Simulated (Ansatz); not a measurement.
A series of calculations on SiH2SCl

Part 1: Relaxation

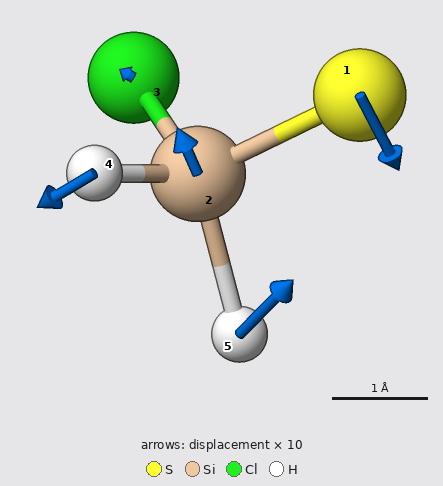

A constrained relaxation of SiH2SCl (multiplicity 2). The starting structure is drawn; blue arrows show the displacements, 10 times their true length. The two geometries are superimposed by the best rigid fit.

Style: ball-and-stick. Shown from a free direction.

All numbers below come from UKS PBE0-D4/def2-TZVP in Ansatz 0.2.0.

Input file:
```yaml
crystal:
  periodic: [false, false, false]
  atoms:
    - {symbol: S, position_ang: [-1.048687, -0.395444, 1.686184]}
    - {symbol: Si, position_ang: [0.114840, -0.061538, -0.035507]}
    - {symbol: Cl, position_ang: [-0.706910, 1.238733, -1.392419]}
    - {symbol: H, position_ang: [0.285655, -1.368195, -0.712720]}
    - {symbol: H, position_ang: [1.701277, 0.644622, 0.516072]}
basis:
  gaussian: {orbitals: def2-TZVP}
magnetization: {spin_polarized: true, initial_magnetization: 1}
hamiltonian: {xc: pbe0, dispersion: d4}
relax: {f_tol: 0.005, max_steps: 200, constraints: [{distance: [1, 4]}]}
```

> What did the optimiser do to the structure, and how much energy did it gain?

The largest moves after the best rigid fit, 0.11 Å, are those of S1 and H5. Largest moves by element: S 0.11 Å, H 0.11 Å, Si 0.06 Å, Cl 0.02 Å. Among the contacts that change: S1–Si2 2.105 → 2.079 Å, Si2–Cl3 2.051 → 2.043 Å. Among the angles between lasting bonds that change: S1–Si2–H5 107.2° → 100.0°, S1–Si2–H4 107.3° → 114.0°, H4–Si2–H5 112.3° → 109.8°. After 4 accepted moves (5 points after the start) the energy has fallen by 2.02 kJ/mol. The largest force component goes from 0.22 to 0.0041 eV/Å. The line search rejected the trial step at point 3 of the run.

Part 2: Relaxation

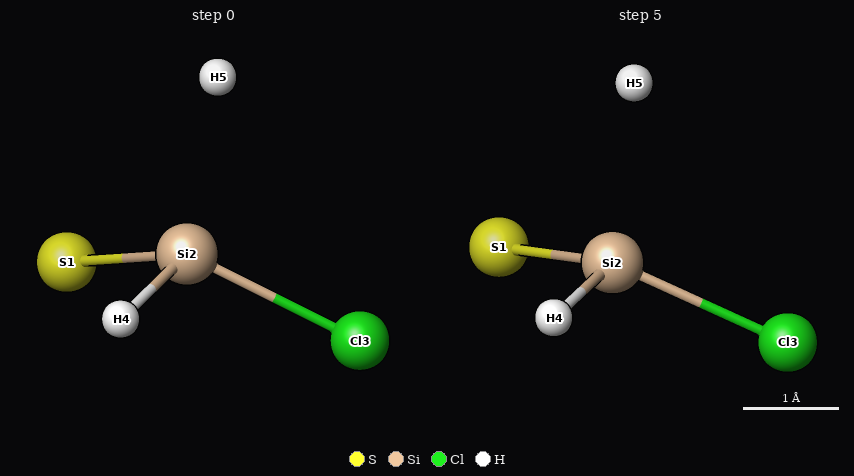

The structure of SiH2SCl (multiplicity 2) before (left) and after (right) a constrained relaxation, at one scale.

A ball-and-stick model, seen at a tilt.

These are results of UKS PBE0-D4/def2-TZVP in Ansatz 0.2.0, not measurements. Settings: held fixed: the distance between atoms 2 (Si) and 5 (H), counting from 1; force threshold 0.005 eV/Å; at most 200 steps.

Q: Summarise the run.

A: After 5 geometry steps the energy has fallen by 1.05 kcal/mol. Largest force component: 0.32 eV/Å at the start, 0.0016 eV/Å at the end. The atom that moves furthest after the best rigid fit is S1 (0.17 Å). By element the largest moves are S 0.17 Å, H 0.16 Å, Si 0.09 Å, Cl 0.03 Å. Some distances before and after: S1–Si2 2.105 → 2.059 Å, Si2–Cl3 2.051 → 2.039 Å, Si2–H4 1.482 → 1.476 Å. Among the angles between lasting bonds that change: S1–Si2–H4 107.3° → 116.9°, S1–Si2–Cl3 114.9° → 118.1°. The run took about 50 core-seconds on a shared host.

Part 3: Scan

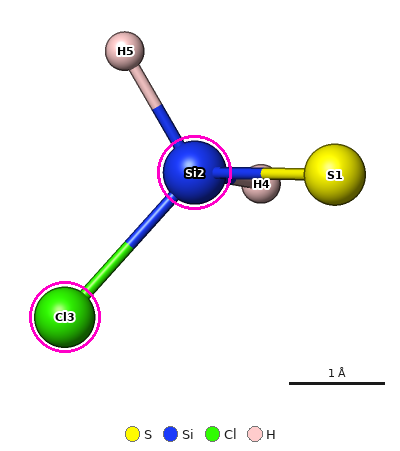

SiH₂SCl (multiplicity 2): the Si2–Cl3 distance is varied, with the rest of the molecule carried along rigidly. The picture shows the minimum geometry. The ringed atoms are those of the scanned coordinate. The picture is a ball-and-stick view, seen from a free direction.

Computed with Ansatz: CCSD(T), wB97M-V, PBE0-D4, r2SCAN-D4, PBE-D4, B3LYP-D4, basis def2-TZVPP, on geometries moved rigidly from the minimum at PBE0-D4/def2-TZVP. Coupled cluster with a frozen core. Energies are counted from the PBE0-D4/def2-TZVP minimum geometry at the same level.

The input:
```yaml
crystal:
  periodic: [false, false, false]
  atoms:
    - {symbol: S, position_ang: [-1.048687, -0.395444, 1.686184]}
    - {symbol: Si, position_ang: [0.114840, -0.061538, -0.035507]}
    - {symbol: Cl, position_ang: [-0.706910, 1.238733, -1.392419]}
    - {symbol: H, position_ang: [0.285655, -1.368195, -0.712720]}
    - {symbol: H, position_ang: [1.405004, 0.512744, 0.413062]}
basis:
  gaussian: {orbitals: def2-TZVPP}
magnetization: {spin_polarized: true, initial_magnetization: 1}
correlation: {method: ccsd_t}
scf: {omitted_lower_state_checks: [cluster_reference]}
```

### What energies does the calculation give (the distance: 1.846, 1.887, 1.948, 2.018, 2.051, 2.096, 2.180, 2.269, 2.363, 2.461 Å)?

Energies in kJ/mol.

```tsv
distance (Å)	CCSD(T)	wB97M-V	PBE0-D4	r2SCAN-D4	PBE-D4	B3LYP-D4
1.846	54.8	52.6	51.4	52.5	56.7	55.7
1.887	33.1	31.6	30.7	31.7	35.1	34.2
1.948	12.2	11.5	11.0	11.6	13.8	13.2
2.018	1.3	1.1	1.0	1.2	2.0	1.8
2.051	0.0	0.0	0.0	0.0	0.0	0.0
2.096	1.4	1.6	1.7	1.3	0.3	0.6
2.180	11.6	11.9	12.1	11.0	8.2	9.2
2.269	30.1	30.5	30.5	28.6	23.8	25.5
2.363	55.0	55.5	55.0	52.1	45.4	47.9
2.461	84.4	85.0	83.7	79.7	70.9	74.3
```

With CCSD(T): of the computed points the lowest is at the distance 2.051 Å, 0.0 kJ/mol. The end points stand at 54.8 kJ/mol (1.846 Å) and 84.4 kJ/mol (2.461 Å). The curvature at the lowest point is about 19 eV/Å² (3.1 mdyn/Å). The well is steeper on the short side, as for any bond. At 2.461 Å the levels give PBE-D4 70.9 kJ/mol, B3LYP-D4 74.3 kJ/mol, r2SCAN-D4 79.7 kJ/mol, PBE0-D4 83.7 kJ/mol, CCSD(T) 84.4 kJ/mol, wB97M-V 85.0 kJ/mol. Closest to CCSD(T) there is wB97M-V.

As a plot:

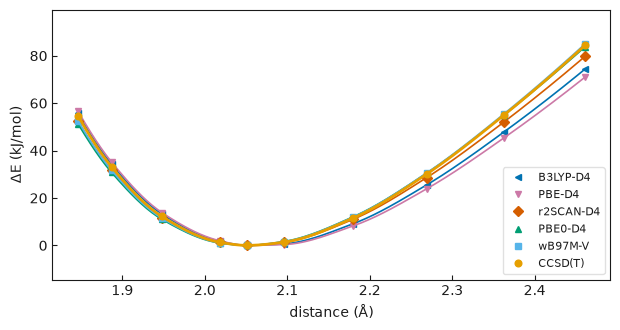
